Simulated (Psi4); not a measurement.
# BPH6 (SMILES [BH3-][PH3+]): DSD-PBEP86/def2-SVPD (density fitting for correlation)

Aim: the energy change on altering one bond length of BPH6 at DSD-PBEP86/def2-SVPD (density fitting for correlation), from 2 runs. 

The calculation is run with Psi4 1.11.

3 further runs of the same task are left out: 3 set aside as unsound or not needed.

## 1. The molecule

BPH6 has 8 atoms, charge 0, and is taken as a singlet. As SMILES, `[BH3-][PH3+]`. Geometry: relaxed at PBE0-D4/def2-TZVP.

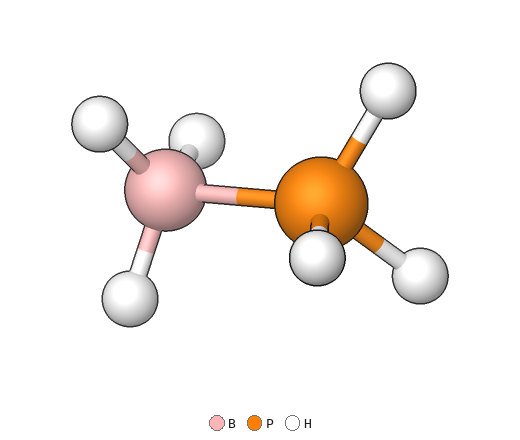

The structure, seen from a chosen angle (boron pink, phosphorus orange, hydrogen white).

## 2. The energy at DSD-PBEP86/def2-SVPD (density fitting for correlation)

File bh6p.json:

```json
{
  "schema_name": "qcschema_input",
  "schema_version": 1,
  "molecule": {
    "schema_name": "qcschema_molecule",
    "schema_version": 2,
    "symbols": ["B", "P", "H", "H", "H", "H", "H", "H"],
    "geometry": [-1.0508767, 0.42934578, -1.72720968, 0.81995217, -0.34317426, 1.26177013, -3.20006222, 0.64836503, -0.98284656, -0.69504127, -1.37987802, -3.07647413, -0.1048798, 2.37009451, -2.47535225, 0.7914173, 1.42806603, 3.24806126, 3.4451597, -0.71866285, 1.03386916, 0.16856357, -2.54205958, 2.61273534],
    "molecular_charge": 0,
    "molecular_multiplicity": 1,
    "fix_symmetry": "c1"
  },
  "driver": "energy",
  "model": {
    "method": "dsd-pbep86",
    "basis": "def2-SVPD"
  },
  "keywords": {
    "puream": true,
    "e_convergence": 1e-09,
    "d_convergence": 1e-08,
    "scf_type": "pk",
    "dft_radial_points": 99,
    "dft_spherical_points": 590,
    "num_frozen_docc": 6
  }
}
```

Command:

```bash
$ psi4 --qcschema bh6p.json -n 1 --memory 1600MB
```

stdout:

```text
[...]
  Running in c1 symmetry.
[...]
  Nuclear repulsion =   59.544517167020494
[...]
  Multiplicity = 1
[...]
  Nalpha       = 13
  Nbeta        = 13
[...]
    Number of basis functions: 92
[...]
   @RKS iter   1:  -369.03022052798877   -3.01070e-01   3.71127e-03 DIIS/ADIIS
[...]
   @RKS iter  10:  -369.12790139146045   -2.78533e-12   1.55352e-09 DIIS
[...]
    Orbital Energies [Eh]
    ---------------------
    Doubly Occupied:
       1A    -78.981713     2A     -7.236996     3A     -7.228990
       4A     -5.217595     5A     -5.217595     6A     -5.215345
       7A     -0.852786     8A     -0.629710     9A     -0.539087
      10A     -0.539062    11A     -0.402331    12A     -0.394094
      13A     -0.394082
[...]
  @RKS Final Energy:  -369.12790139146045
   => Energetics <=
    Nuclear Repulsion Energy =             59.5445171670204942
    One-Electron Energy =                -625.6863223310012927
    Two-Electron Energy =                 205.4007728152090237
    DFT Exchange-Correlation Energy =      -8.3868690426886108
    Empirical Dispersion Energy =           0.0000000000000000
    VV10 Nonlocal Energy =                  0.0000000000000000
    Total Energy =                       -369.1279013914603979
[...]
 Multipole Moments:
 ------------------------------------------------------------------------------------
     Multipole            Electronic (a.u.)      Nuclear  (a.u.)        Total (a.u.)
 ------------------------------------------------------------------------------------
 L = 1.  Multiply by 2.5417464519 to convert [e a0] to [Debye]
 Dipole X            :          1.1319909           -0.2562415            0.8757494
 Dipole Y            :         -0.4678147            0.1061634           -0.3616513
 Dipole Z            :          1.8075568           -0.4084037            1.3991531
 Magnitude           :                                                    1.6897805
[...]
```

The result, in JSON:

```text
{
 "driver": "energy",
 "model": {
  "method": "dsd-pbep86",
  "basis": "def2-SVPD"
 },
 "success": true,
 "return_result": -369.2694204760596,
 "properties": {
  "calcinfo_nbasis": 92,
  "calcinfo_nmo": 92,
  "calcinfo_nalpha": 13,
  "calcinfo_nbeta": 13,
  "calcinfo_natom": 8,
  "nuclear_repulsion_energy": 59.544517167020494,
  "return_energy": -369.2694204760596,
  "scf_one_electron_energy": -625.6863223310013,
  "scf_two_electron_energy": 205.40077281520902,
  "scf_xc_energy": -8.38686904268861,
  "scf_dipole_moment": [0.8757494100961785, -0.36165131985830956, 1.3991531002037418],
  "scf_total_energy": -369.12790139146045,
  "scf_iterations": 10
 }
}
```

Wall time 16 s (1 thread of AMD EPYC 7B13 (Zen 3), shared host); peak memory 0.93 GiB.

## 3. The distorted shape at the same level

File input.inp:

```
memory 1600 MB

molecule {
  0 1
  B
  P 1 r2
  H 1 r3 2 a3
  H 1 r4 3 a4 2 d4
  H 1 r5 4 a5 3 d5
  H 2 r6 1 a6 4 d6
  H 2 r7 6 a7 1 d7
  H 2 r8 6 a8 7 d8

  r2 = 1.910234
  r3 = 1.209149
  a3 = 103.78266
  r4 = 1.209077
  a4 = 114.50423
  d4 = 112.45937
  r5 = 1.5719
  a5 = 114.50199
  d5 = -135.1166
  r6 = 1.408393
  a6 = 118.03282
  d6 = -179.98103
  r7 = 1.408511
  a7 = 99.69246
  d7 = 129.17104
  r8 = 1.408497
  a8 = 99.69328
  d8 = 101.6758
  units angstrom
  symmetry c1
  no_reorient
  no_com
}

set {
  basis def2-SVPD
  puream true
  e_convergence 1e-09
  d_convergence 1e-08
  scf_type pk
  dft_radial_points 99
  dft_spherical_points 590
  num_frozen_docc 6
}

energy("dsd-pbep86")
```

Command:

```bash
$ psi4 input.inp input.out -n 1
```

input.out:

```text
[...]
  Running in c1 symmetry.
[...]
  Nuclear repulsion =   58.646853853512340
[...]
  Multiplicity = 1
[...]
  Nalpha       = 13
  Nbeta        = 13
[...]
    Number of basis functions: 92
[...]
   @RKS iter   1:  -369.01171635245595   -3.81913e-01   3.39657e-03 ADIIS/DIIS
[...]
   @RKS iter  10:  -369.09766030281054   -8.52651e-13   2.34846e-09 DIIS
[...]
    Orbital Energies [Eh]
    ---------------------
    Doubly Occupied:
       1A    -78.987653     2A     -7.273513     3A     -7.234776
       4A     -5.223420     5A     -5.223402     6A     -5.221227
       7A     -0.857244     8A     -0.623860     9A     -0.543084
      10A     -0.542096    11A     -0.410379    12A     -0.404820
      13A     -0.350498
[...]
  @RKS Final Energy:  -369.09766030281054
   => Energetics <=
    Nuclear Repulsion Energy =             58.6468538535123400
    One-Electron Energy =                -623.7533115250780611
    Two-Electron Energy =                 204.3727067053648341
    DFT Exchange-Correlation Energy =      -8.3639093366096517
    Empirical Dispersion Energy =           0.0000000000000000
    VV10 Nonlocal Energy =                  0.0000000000000000
    Total Energy =                       -369.0976603028105387
[...]
 Multipole Moments:
 ------------------------------------------------------------------------------------
     Multipole            Electronic (a.u.)      Nuclear  (a.u.)        Total (a.u.)
 ------------------------------------------------------------------------------------
 L = 1.  Multiply by 2.5417464519 to convert [e a0] to [Debye]
 Dipole X            :         -0.4976847            0.2625342           -0.2351505
 Dipole Y            :          0.2863255           -0.1506596            0.1356660
 Dipole Z            :          2.3628084           -0.5679190            1.7948894
 Magnitude           :                                                    1.8153041
[...]
```

Wall time 16 s (1 thread of AMD EPYC 7B13 (Zen 3), shared host); peak memory 0.94 GiB.

## 4. What came out

Level: DSD-PBEP86/def2-SVPD (density fitting for correlation), 6 core orbitals frozen.

| quantity | value |
| --- | --- |
| first shape: total energy | -369.26942 Eh |
| first shape: HOMO energy (SCF part's orbitals) | -10.72 eV |
| first shape: LUMO energy (SCF part's orbitals) | 1.42 eV |
| first shape: HOMO–LUMO gap (SCF part's orbitals) | 12.15 eV |
| distorted shape: total energy | -369.23977 Eh |
| distorted shape: HOMO energy (SCF part's orbitals) | -9.54 eV |
| distorted shape: LUMO energy (SCF part's orbitals) | 1.41 eV |
| distorted shape: HOMO–LUMO gap (SCF part's orbitals) | 10.95 eV |
| energy change with the B1–H5 bond stretched from 1.209 to 1.572 Å | 0.807 eV |

**Reading.** With the B1–H5 bond stretched from 1.209 to 1.572 Å the energy rises by 0.81 eV (18.6 kcal/mol). The first shape isn't relaxed at this level, so the change isn't measured from a minimum.
